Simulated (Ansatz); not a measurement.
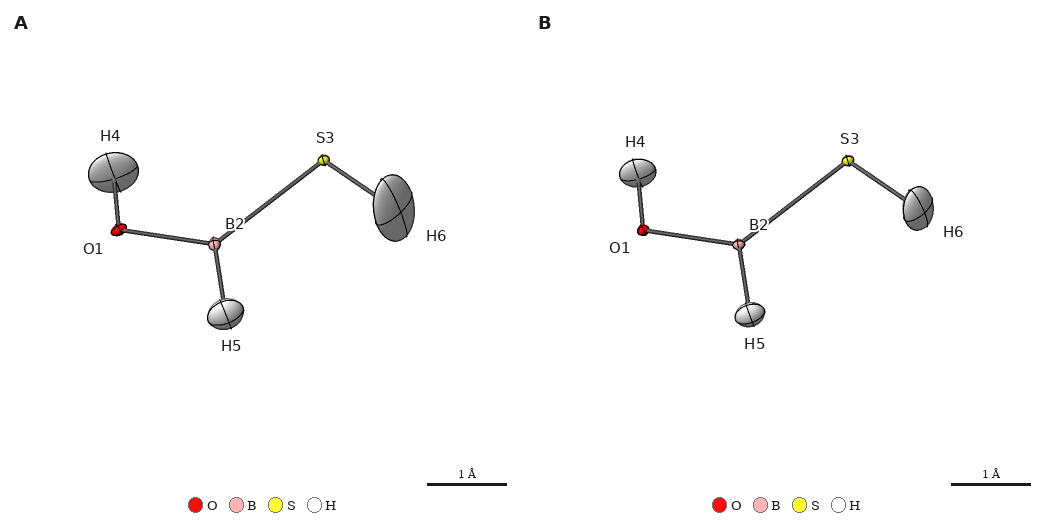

Displacement ellipsoids at the 50 % level, from the internal vibrations of the free molecule (harmonic, no overall translation or rotation; no half-axis is drawn under 0.075 Å). Vibrations computed with RKS PBE0-D4/def2-TZVP (Ansatz 0.2.0). One panel is for 298 K, the other for 900 K.

Question: Which panel is for 900 K?

Answer: A.

Question: How much does the mean-square displacement of H6 grow, and why?

Answer: U_eq goes from 0.0294 to 0.0658 Å², a factor of 2.2. Modes below kT (626 cm⁻¹ at 900 K) grow about in proportion to T, and the lowest lies at 340 cm⁻¹; the mean-square amplitude of a mode is its zero-point value times coth(ħω/2kT), which comes close to 1 only above about 3kT.
